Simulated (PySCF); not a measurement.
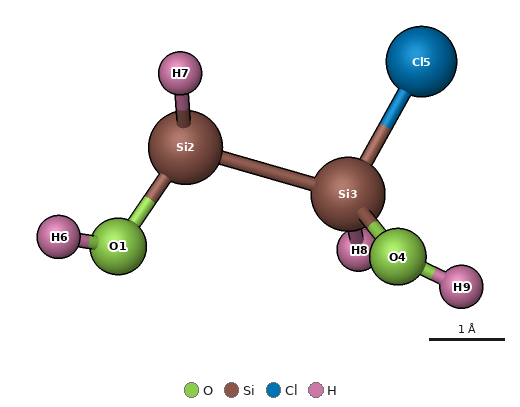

Fig. 1: The structure (ball-and-stick view, seen at a tilt; atoms are numbered from 1 in the order of the input).

## Single-point calculation, with input and output: Si2H4ClO2

The run: single-point calculation of Si2H4ClO2, multiplicity 4, SMILES O[SiH][SiH](O)Cl. Method and program: MP2/ANO-RCC-VDZP, UHF, sfX2C (PySCF 2.14.0).

The geometry is that of the parent species in another charge or spin state. The geometry comes from this level: PBE0-D4/def2-TZVP.

The program's output
```
WARN: HOMO 0.01700535443296 >= LUMO -0.296874703922533

WARN: HOMO -0.155826240358305 >= LUMO -0.220321599395409

WARN: HOMO -0.147829244412023 >= LUMO -0.157777933014751

converged SCF energy = -1192.11814923426  <S^2> = 3.761412  2S+1 = 4.0057019
E(UMP2) = -1192.82058492005  E_corr = -0.702435685792602
E(SCS-UMP2) = -1192.79423602232  E_corr = -0.676086788057558
E(MP2) = -1192.820584920
```

The run was set up as follows.

Input (calc.py)
```python
from pyscf import gto, mp

mol = gto.M(
    atom='input.xyz',
    verbose=3,
    basis='ano-rcc-vdzp',
    spin=3,
    max_memory=1860,
)

calc0 = mol.UHF()
calc0 = calc0.sfx2c1e()
calc0.conv_tol = 1e-10
calc0.kernel()
if not calc0.converged:
    calc0 = calc0.newton().run(calc0.mo_coeff, calc0.mo_occ)

pt = mp.MP2(calc0, frozen=17).run()
e_final = pt.e_tot
print('E(%s) = %.9f' % ('MP2', e_final))
```

File input.xyz
```
9
ClH4O2Si2
O     -0.742200     1.201600    -1.839500
Si     0.642800     0.738200    -1.062800
Si     0.161800    -0.925700     0.497700
O     -0.966500    -0.439400     1.582200
Cl     1.973500    -1.290900     1.426900
H     -0.751500     2.064700    -2.257000
H      1.325700     1.914700    -0.440100
H     -0.235800    -2.217900    -0.116000
H     -1.319400    -1.091500     2.191600
```

Launch command:
```bash
OMP_NUM_THREADS=1 python calc.py
```

Summary

| quantity | value |
| --- | --- |
| outcome | converged |
| total energy | −1192.820585 hartree |
| SCF energy | −1192.118149 hartree |
| correlation energy | −0.702436 hartree |
| basis functions | 102 |
| ⟨S²⟩ | 3.761 |
| hardware | 1 thread of Intel Xeon (Sapphire Rapids), 16 GiB of memory available, shared host |
| wall time | 30 s |
| peak memory | 0.34 GiB |
